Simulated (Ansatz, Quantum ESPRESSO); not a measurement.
# MgZrO3 (Pm-3m): zone-centre phonons, part 2 of 3

Aim: the zone-centre modes of MgZrO3 (Pm-3m).

Quantum ESPRESSO 7.5; DFT LDA, scalar-relativistic, plane waves, GBRV ultrasoft pseudopotentials.

So far. Step 4 (Relaxing the cell and atoms): Little changed from the start: no atom moved by 0.005 Å and no cell edge by 0.1 %. Step 5 (Ground state): The cell stands at 0.070 GPa, close enough for phonons. The relaxed cell has a = 4.044 Å (conventional setting).

The structure was built from a prototype and need not be the compound's stable phase.

### 6. Zone-centre response

At q = 0 one unit cell holds all displacements; symmetry groups them into irreducible representations that are solved one by one. The response to a field gives ε∞ and the Born charges, which polar modes need.

Contents of ph.in:

```
phonons
&inputph
   prefix = 'x'
   outdir = './tmp'
   fildyn = 'g.dyn'
   tr2_ph = 1.0d-18
   epsil = .true.
/
0.000000000000 0.000000000000 0.000000000000
```

Command:

```bash
> OMP_NUM_THREADS=1 mpirun -n 4 ph.x -nk 4 -in ph.in > ph.out
```

Log:

```text
[banners, grids, parts of the stress and lines that vanish by symmetry left out]
[banner, memory and clock lines left out]
Program PHONON v.7.5

     ./tmp/x.save/

     IMPORTANT: XC functional enforced from input :
     Exchange-correlation= PZ
                           (   1   1   0   0   0   0   0)
     Any further DFT definition will be discarded
     Please, verify this is what you really want

     G-vector sticks info

     Check: negative core charge=   -0.000003

     negative rho (up, down):  6.354E-02 0.000E+00
     Reading collected, re-writing distributed wavefunctions in ./tmp/

     Number and degeneracy of irreps per q-point
       N         xq(1)         xq(2)         xq(3)   N irreps
       1   0.000000000   0.000000000   0.000000000       5
        3   3   3   3   3

     Calculation of q =    0.0000000   0.0000000   0.0000000

     phonons

     bravais-lattice index     =            1
     lattice parameter (alat)  =       7.6418  a.u.
     unit-cell volume          =     446.2622 (a.u.)^3
     number of atoms/cell      =            5
     number of atomic types    =            3
     kinetic-energy cut-off    =      45.0000  Ry
     charge density cut-off    =     270.0000  Ry
     convergence threshold     =      1.0E-18
     beta                      =       0.7000
     number of iterations used =            4
     Exchange-correlation= PZ
                           (   1   1   0   0   0   0   0)

     celldm(1)=    7.64182  celldm(2)=    0.00000  celldm(3)=    0.00000
     celldm(4)=    0.00000  celldm(5)=    0.00000  celldm(6)=    0.00000

     crystal axes: (cart. coord. in units of alat)
               a(1) = (  1.0000  0.0000  0.0000 )
               a(2) = (  0.0000  1.0000  0.0000 )
               a(3) = (  0.0000  0.0000  1.0000 )

     reciprocal axes: (cart. coord. in units 2 pi/alat)
               b(1) = (  1.0000  0.0000  0.0000 )
               b(2) = (  0.0000  1.0000  0.0000 )
               b(3) = (  0.0000  0.0000  1.0000 )

     Atoms inside the unit cell:

     Cartesian axes

     site n.  atom      mass           positions (alat units)
        1  Mg     24.3050   tau(    1) = (    0.00000    0.00000    0.00000  )
        2  Zr     91.2240   tau(    2) = (    0.50000    0.50000    0.50000  )
        3  O      15.9990   tau(    3) = (    0.00000    0.50000    0.50000  )
        4  O      15.9990   tau(    4) = (    0.50000    0.00000    0.50000  )
        5  O      15.9990   tau(    5) = (    0.50000    0.50000    0.00000  )

     Computing dynamical matrix for
                    q = (   0.0000000   0.0000000   0.0000000 )

     49 Sym.Ops. (with q -> -q+G )

     G cutoff =  399.3902  (  33371 G-vectors)     FFT grid: ( 40, 40, 40)
     G cutoff =  266.2601  (  18277 G-vectors)  smooth grid: ( 36, 36, 36)
     number of k points=    20
                       cart. coord. in units 2pi/alat
        k(    1) = (   0.0000000   0.0000000   0.0000000), wk =   0.0092593
        k(    2) = (   0.0000000   0.0000000   0.1666667), wk =   0.0555556
        k(    3) = (   0.0000000   0.0000000   0.3333333), wk =   0.0555556
        [... further k-points left out ...]

     PseudoPot. # 1 for Mg read from file:
     ./pseudo/Mg.upf
     Pseudo is Ultrasoft, Zval = 10.0

     PseudoPot. # 2 for Zr read from file:
     ./pseudo/Zr.upf
     Pseudo is Ultrasoft + core correction, Zval = 12.0

     PseudoPot. # 3 for O  read from file:
     ./pseudo/O.upf
     Pseudo is Ultrasoft + core correction, Zval =  6.0

     Mode symmetry, O_h (m-3m)  point group:

     Electric field:
     Dielectric constant
     Born effective charges as d Force / d E

     Atomic displacements:
     There are    5 irreducible representations

     Representation     1      3 modes -  To be done

     Representation     2      3 modes -  To be done

     Representation     3      3 modes -  To be done

     Representation     4      3 modes -  To be done

     Representation     5      3 modes -  To be done

     Alpha used in Ewald sum =   2.5000

     negative rho (up, down):  6.354E-02 0.000E+00

     Electric Fields Calculation

      iter #   1   av.it.:   8.1
      thresh= 1.000E-02 alpha_mix =  0.700 |ddv_scf|^2 =  1.044E-07

      [... iterations left out ...]
      iter #   8   av.it.:  15.1
      thresh= 3.880E-10 alpha_mix =  0.700 |ddv_scf|^2 =  1.273E-19

     End of electric fields calculation

          Dielectric constant in cartesian axis

          (       5.328718141       0.000000000       0.000000000 )
          (       0.000000000       5.328718141       0.000000000 )
          (       0.000000000       0.000000000       5.328718141 )

          Effective charges (d Force / dE) in cartesian axis without acoustic sum rule applied (asr)

           atom    1  Mg    Mean Z*:        2.68937
      Ex  (        2.68937        0.00000        0.00000 )
      Ey  (        0.00000        2.68937        0.00000 )
      Ez  (        0.00000        0.00000        2.68937 )
           atom    2  Zr    Mean Z*:        5.79821
      Ex  (        5.79821        0.00000        0.00000 )
      Ey  (        0.00000        5.79821        0.00000 )
      Ez  (        0.00000        0.00000        5.79821 )
           atom    3  O     Mean Z*:       -2.83882
      Ex  (       -4.93187        0.00000        0.00000 )
      Ey  (        0.00000       -1.79229        0.00000 )
      Ez  (        0.00000        0.00000       -1.79229 )
           atom    4  O     Mean Z*:       -2.83882
      Ex  (       -1.79229        0.00000        0.00000 )
      Ey  (        0.00000       -4.93187        0.00000 )
      Ez  (        0.00000        0.00000       -1.79229 )
           atom    5  O     Mean Z*:       -2.83882
      Ex  (       -1.79229        0.00000        0.00000 )
      Ey  (        0.00000       -1.79229        0.00000 )
      Ez  (        0.00000        0.00000       -4.93187 )

          Effective charges Sum: Mean:       -0.02888
             -0.02888        0.00000        0.00000
              0.00000       -0.02888        0.00000
              0.00000        0.00000       -0.02888

          Effective charges (d Force / dE) in cartesian axis with asr applied:
           atom    1  Mg    Mean Z*:        2.69514
      E*x (        2.69514        0.00000        0.00000 )
      E*y (        0.00000        2.69514        0.00000 )
      E*z (        0.00000        0.00000        2.69514 )
           atom    2  Zr    Mean Z*:        5.80398
      E*x (        5.80398        0.00000        0.00000 )
      E*y (        0.00000        5.80398        0.00000 )
      E*z (        0.00000        0.00000        5.80398 )
           atom    3  O     Mean Z*:       -2.83304
      E*x (       -4.92609        0.00000        0.00000 )
      E*y (        0.00000       -1.78652        0.00000 )
      E*z (        0.00000        0.00000       -1.78652 )
           atom    4  O     Mean Z*:       -2.83304
      E*x (       -1.78652        0.00000        0.00000 )
      E*y (        0.00000       -4.92609        0.00000 )
      E*z (        0.00000        0.00000       -1.78652 )
           atom    5  O     Mean Z*:       -2.83304
      E*x (       -1.78652        0.00000        0.00000 )
      E*y (        0.00000       -1.78652        0.00000 )
      E*z (        0.00000        0.00000       -4.92609 )

     Representation #   1 modes #   1   2   3

     Self-consistent Calculation

      iter #   1   av.it.:   7.8
      thresh= 1.000E-02 alpha_mix =  0.700 |ddv_scf|^2 =  7.672E-07

      [... iterations left out ...]
      iter #   8   av.it.:  16.3
      thresh= 2.467E-10 alpha_mix =  0.700 |ddv_scf|^2 =  5.926E-20

     End of self-consistent calculation

     Convergence has been achieved

     Representation #   2 modes #   4   5   6

     Self-consistent Calculation

      iter #   1   av.it.:   8.1
      thresh= 1.000E-02 alpha_mix =  0.700 |ddv_scf|^2 =  1.487E-06

      [... iterations left out ...]
      iter #   8   av.it.:  15.4
      thresh= 2.717E-10 alpha_mix =  0.700 |ddv_scf|^2 =  9.517E-20

     End of self-consistent calculation

     Convergence has been achieved

     Representation #   3 modes #   7   8   9

     Self-consistent Calculation

      iter #   1   av.it.:   7.1
      thresh= 1.000E-02 alpha_mix =  0.700 |ddv_scf|^2 =  1.572E-06

      [... iterations left out ...]
      iter #   9   av.it.:  15.7
      thresh= 2.763E-10 alpha_mix =  0.700 |ddv_scf|^2 =  1.500E-20

     End of self-consistent calculation

     Convergence has been achieved

     Representation #   4 modes #  10  11  12

     Self-consistent Calculation

      iter #   1   av.it.:   7.5
      thresh= 1.000E-02 alpha_mix =  0.700 |ddv_scf|^2 =  9.310E-07

      [... iterations left out ...]
      iter #   8   av.it.:  15.7
      thresh= 2.317E-10 alpha_mix =  0.700 |ddv_scf|^2 =  1.355E-19

     End of self-consistent calculation

     Convergence has been achieved

     Representation #   5 modes #  13  14  15

     Self-consistent Calculation

      iter #   1   av.it.:   7.3
      thresh= 1.000E-02 alpha_mix =  0.700 |ddv_scf|^2 =  3.333E-07

      [... iterations left out ...]
      iter #   6   av.it.:  15.6
      thresh= 1.284E-09 alpha_mix =  0.700 |ddv_scf|^2 =  7.953E-19

     End of self-consistent calculation

     Convergence has been achieved

     Number of q in the star =    1
     List of q in the star:
          1   0.000000000   0.000000000   0.000000000

          Dielectric constant in cartesian axis

          (       5.328718141       0.000000000       0.000000000 )
          (       0.000000000       5.328718141       0.000000000 )
          (       0.000000000       0.000000000       5.328718141 )

          Effective charges (d Force / dE) in cartesian axis without acoustic sum rule applied (asr)

           atom    1  Mg    Mean Z*:        2.68937
      Ex  (        2.68937        0.00000        0.00000 )
      Ey  (        0.00000        2.68937        0.00000 )
      Ez  (        0.00000        0.00000        2.68937 )
           atom    2  Zr    Mean Z*:        5.79821
      Ex  (        5.79821        0.00000        0.00000 )
      Ey  (        0.00000        5.79821        0.00000 )
      Ez  (        0.00000        0.00000        5.79821 )
           atom    3  O     Mean Z*:       -2.83882
      Ex  (       -4.93187        0.00000        0.00000 )
      Ey  (        0.00000       -1.79229        0.00000 )
      Ez  (        0.00000        0.00000       -1.79229 )
           atom    4  O     Mean Z*:       -2.83882
      Ex  (       -1.79229        0.00000        0.00000 )
      Ey  (        0.00000       -4.93187        0.00000 )
      Ez  (        0.00000        0.00000       -1.79229 )
           atom    5  O     Mean Z*:       -2.83882
      Ex  (       -1.79229        0.00000        0.00000 )
      Ey  (        0.00000       -1.79229        0.00000 )
      Ez  (        0.00000        0.00000       -4.93187 )

          Effective charges Sum: Mean:       -0.02888
             -0.02888        0.00000        0.00000
              0.00000       -0.02888        0.00000
              0.00000        0.00000       -0.02888

          Effective charges (d Force / dE) in cartesian axis with asr applied:
           atom    1  Mg    Mean Z*:        2.69514
      E*x (        2.69514        0.00000        0.00000 )
      E*y (        0.00000        2.69514        0.00000 )
      E*z (        0.00000        0.00000        2.69514 )
           atom    2  Zr    Mean Z*:        5.80398
      E*x (        5.80398        0.00000        0.00000 )
      E*y (        0.00000        5.80398        0.00000 )
      E*z (        0.00000        0.00000        5.80398 )
           atom    3  O     Mean Z*:       -2.83304
      E*x (       -4.92609        0.00000        0.00000 )
      E*y (        0.00000       -1.78652        0.00000 )
      E*z (        0.00000        0.00000       -1.78652 )
           atom    4  O     Mean Z*:       -2.83304
      E*x (       -1.78652        0.00000        0.00000 )
      E*y (        0.00000       -4.92609        0.00000 )
      E*z (        0.00000        0.00000       -1.78652 )
           atom    5  O     Mean Z*:       -2.83304
      E*x (       -1.78652        0.00000        0.00000 )
      E*y (        0.00000       -1.78652        0.00000 )
      E*z (        0.00000        0.00000       -4.92609 )

     Diagonalizing the dynamical matrix

     q = (    0.000000000   0.000000000   0.000000000 )

 **************************************************************************
     freq (    1) =      -8.051671 [THz] =    -268.574819 [cm-1]
     freq (    2) =      -8.051671 [THz] =    -268.574819 [cm-1]
     freq (    3) =      -8.051671 [THz] =    -268.574819 [cm-1]
     freq (    4) =      -7.041637 [THz] =    -234.883723 [cm-1]
     freq (    5) =      -7.041637 [THz] =    -234.883723 [cm-1]
     freq (    6) =      -7.041637 [THz] =    -234.883723 [cm-1]
     freq (    7) =      -0.261493 [THz] =      -8.722455 [cm-1]
     freq (    8) =      -0.261493 [THz] =      -8.722455 [cm-1]
     freq (    9) =      -0.261493 [THz] =      -8.722455 [cm-1]
     freq (   10) =       5.381653 [THz] =     179.512609 [cm-1]
     freq (   11) =       5.381653 [THz] =     179.512609 [cm-1]
     freq (   12) =       5.381653 [THz] =     179.512609 [cm-1]
     freq (   13) =      20.019404 [THz] =     667.775444 [cm-1]
     freq (   14) =      20.019404 [THz] =     667.775444 [cm-1]
     freq (   15) =      20.019404 [THz] =     667.775444 [cm-1]
 **************************************************************************

     Mode symmetry, O_h (m-3m)  point group:

     freq (   1-   3) =       -268.6  [cm-1]   --> T_1u G_15  G_4- I
     freq (   4-   6) =       -234.9  [cm-1]   --> T_2u G_25  G_5-
     freq (   7-   9) =         -8.7  [cm-1]   --> T_1u G_15  G_4- I
     freq (  10-  12) =        179.5  [cm-1]   --> T_1u G_15  G_4- I
     freq (  13-  15) =        667.8  [cm-1]   --> T_1u G_15  G_4- I
```

The job ended after 5.1 min (4 MPI ranks of Arm Neoverse V2, shared host).

Numbers from this step:

* miss of the charge sum rule: 0.02887 e
* largest acoustic frequency at the zone centre before the sum rule: -8.72 cm⁻¹
* highest optical zone-centre mode (no LO-TO term): 667.8 cm⁻¹
* lowest optical zone-centre mode: -268.6 cm⁻¹
* mean high-frequency dielectric constant: 5.329
* largest Born charge in size (third of the trace): 5.798 e

Born charge (rows field, columns displacement), before the sum rule (e), principal values of the symmetric part by kind of site:

```csv
atom,atoms with these values,low,middle,high,mean
Mg1,1,2.69,2.69,2.69,2.69
Zr2,1,5.80,5.80,5.80,5.80
O3,3,-4.93,-1.79,-1.79,-2.84
```

In full for Mg1:

```
2.69 0.00 0.00
0.00 2.69 0.00
0.00 0.00 2.69
```

High-frequency dielectric tensor:

```
5.33 0.00 0.00
0.00 5.33 0.00
0.00 0.00 5.33
```

The acoustic modes at Γ come out as far as 8.7 cm⁻¹ from zero, where they should vanish, a small numerical error; the Born charges miss their sum rule by 0.029 e, which is fair. The lowest optical mode is imaginary, 269i cm⁻¹, an instability at this level and on this k mesh.

### 7. Zone-centre analysis

A rigid shift of the crystal must cost nothing, but grids and finite bases break this; the acoustic sum rule is imposed before the matrix is diagonalised again. With Born charges the intensities follow; a static dielectric tensor has no meaning with imaginary modes.

Contents of dynmat.in:

```
&input
   fildyn = 'g.dyn'
   asr = 'simple'
   fileig = 'dynmat.eig'
   lperm = .true.
/
```

Command:

```bash
> dynmat.x -in dynmat.in > dynmat.out
```

Log:

```text
[banner, memory and clock lines left out]
Program DYNMAT v.7.5

     Reading Dynamical Matrix from file g.dyn
     ...Force constants read
     ...epsilon and Z* read
     A direction for q was not specified:TO-LO splitting will be absent

     Polarizability (A^3 units)
     multiply by 0.409349 for Clausius-Mossotti correction
        22.779432    0.000000    0.000000
         0.000000   22.779432    0.000000
         0.000000    0.000000   22.779432

     IR activities are in (D/A)^2/amu units

# mode   [cm-1]    [THz]      IR
    1   -268.31   -8.0436   22.4857
    2   -268.31   -8.0436   22.4857
    3   -268.31   -8.0436   22.4857
    4   -234.53   -7.0312    0.0000
    5   -234.53   -7.0312    0.0000
    6   -234.53   -7.0312    0.0000
    7     -0.00   -0.0000    0.0000
    8     -0.00   -0.0000    0.0000
    9      0.00    0.0000    0.0000
   10    179.80    5.3902    4.1122
   11    179.80    5.3902    4.1122
   12    179.80    5.3902    4.1122
   13    667.85   20.0216   33.0145
   14    667.85   20.0216   33.0145
   15    667.85   20.0216   33.0145

Electronic dielectric permittivity tensor (relative, adimensional)
         5.328718    0.000000    0.000000
         0.000000    5.328718    0.000000
         0.000000    0.000000    5.328718

 ... with zone-center polar mode contributions
        11.818757   -0.000000    0.000000
        -0.000000   11.818757   -0.000000
         0.000000   -0.000000   11.818757

[end of the log left out, with the tail of the file of modes that dynmat.x writes under the same name]
```

The job ended after 0.47 s (1 thread).

Numbers from this step:

```
highest optical zone-centre mode (no LO-TO term) : 667.9 cm⁻¹
lowest optical zone-centre mode                  : -268.3 cm⁻¹
```

Unit eigenvectors of the mass-weighted matrix after the sum rule; no LO-TO term. The modes at Γ (shares of kinetic energy by element, %) (negative means imaginary):

```csv
mode,frequency (cm⁻¹),Mg %,Zr %,O %
1,-268.3,56,0,44
2,-268.3,56,0,44
3,-268.3,56,0,44
4,-234.5,0,0,100
5,-234.5,0,0,100
6,-234.5,0,0,100
7,0.0,15,56,29
8,0.0,15,56,29
9,0.0,15,56,29
10,179.8,29,38,33
11,179.8,29,38,33
12,179.8,29,38,33
13,667.8,0,6,94
14,667.8,0,6,94
15,667.8,0,6,94
```

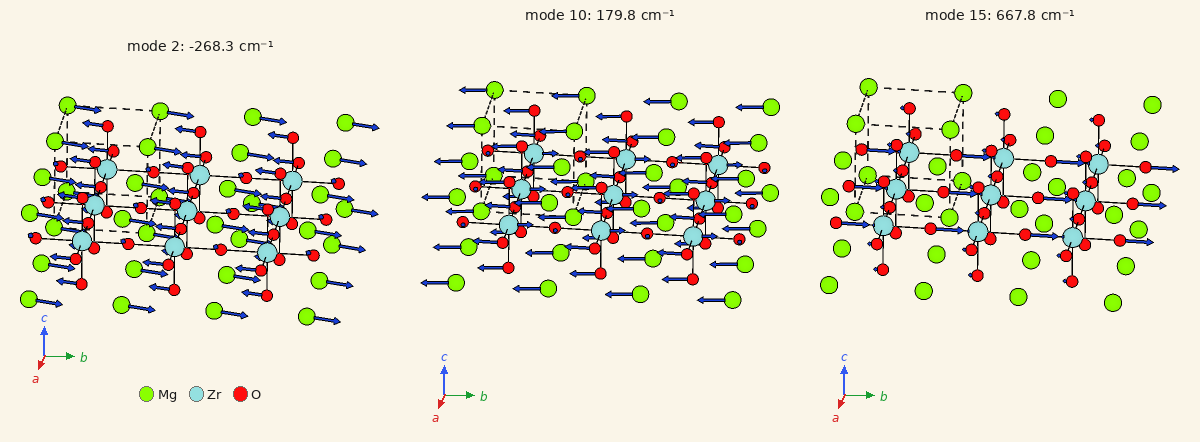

Displacement patterns of modes 2, 10 and 15 at Γ; arrows are exaggerated. 3×3×1 cells are drawn. Some periodic images of atoms are drawn too.

Degenerate modes summed, no LO-TO term; imaginary modes left out. Lines of the infrared spectrum (strongest = 100):

```csv
position (cm⁻¹),lines merged,"IR intensity, relative"
180,3,12
668,3,100
```

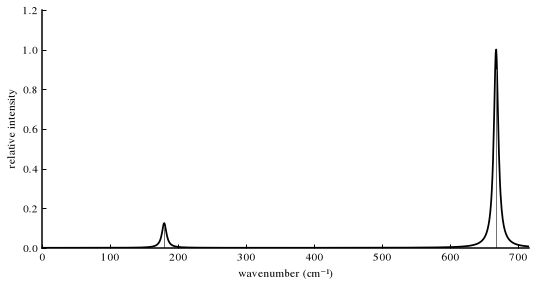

The infrared spectrum, broadened with Lorentzians of width 8 cm⁻¹; bars mark the lines.

The rule also moves an optical mode by 0.3 cm⁻¹.

### 8. Sum rules set otherwise: a sum rule for molecules or wires on a crystal

This rule also removes rotations, which suits wires and not a crystal; it is tried to see the harm.

Contents of dynmat.in:

```
&input
   fildyn = 'g.dyn'
   asr = 'one-dim'
   fileig = 'dynmat.eig'
   lperm = .true.
/
```

Command:

```bash
> dynmat.x -in dynmat.in > dynmat.out
```

Log:

```text
[banner, memory and clock lines left out]
Program DYNMAT v.7.5

     Reading Dynamical Matrix from file g.dyn
     ...Force constants read
     ...epsilon and Z* read
asr rotation axis in 1D system=    3
     Acoustic Sum Rule: || Z*(ASR) - Z*(orig)|| =    8.297620E-01
     Acoustic Sum Rule: ||dyn(ASR) - dyn(orig)||=    1.654263E-01
     A direction for q was not specified:TO-LO splitting will be absent

     Polarizability (A^3 units)
     multiply by 0.409349 for Clausius-Mossotti correction
        22.779432    0.000000    0.000000
         0.000000   22.779432    0.000000
         0.000000    0.000000   22.779432

     IR activities are in (D/A)^2/amu units

# mode   [cm-1]    [THz]      IR
    1   -268.57   -8.0516   22.4847
    2   -268.57   -8.0516   22.4847
    3   -264.94   -7.9426   18.9633
    4   -234.88   -7.0416    0.0000
    5   -234.88   -7.0416    0.0000
    6     -0.00   -0.0000    0.0000
    7     -0.00   -0.0000    0.0000
    8      0.00    0.0000    0.0000
    9      0.00    0.0000    0.0000
   10     99.18    2.9733    5.9442
   11    179.63    5.3850    4.1108
   12    179.63    5.3850    4.1108
   13    632.69   18.9676   30.5281
   14    667.77   20.0193   33.0169
   15    667.77   20.0193   33.0169

Electronic dielectric permittivity tensor (relative, adimensional)
         5.328718    0.000000    0.000000
         0.000000    5.328718    0.000000
         0.000000    0.000000    5.328718

 ... with zone-center polar mode contributions
        19.551939   -7.726028    0.000000
        -7.726028   19.551939    0.000000
         0.000000    0.000000   11.825911

[end of the log left out, with the tail of the file of modes that dynmat.x writes under the same name]
```

The job ended after 0.47 s (1 thread).

The program raised no error, yet the settings are not those of a careful run.

The fault: a sum rule for molecules or wires on a crystal; 1 optical mode is projected out to zero frequency, as if it were a rotation.

For a crystal the rule has to be 'simple' or 'crystal'.

Zone-centre frequencies as printed; negative means imaginary. Modes:

```csv
mode,frequency (cm⁻¹)
1,-268.6
2,-268.6
3,-264.9
4,-234.9
5,-234.9
6,0
7,0
8,0
9,0
10,99.18
11,179.6
12,179.6
13,632.7
14,667.8
15,667.8
```

(Part 2 of 3 ends here.)

[Host names and launcher messages were left out of these logs when they were recorded.]

[Logs are printed without paths, hosts, clocks, repeated set-up lines and the standing remarks that a program may print on its own settings, such as how far it seeks lower states.]

[Hosts, paths, dates, database ids (printed as entryN), source tags and the programs' standing remarks are cut or masked in the printed files.]
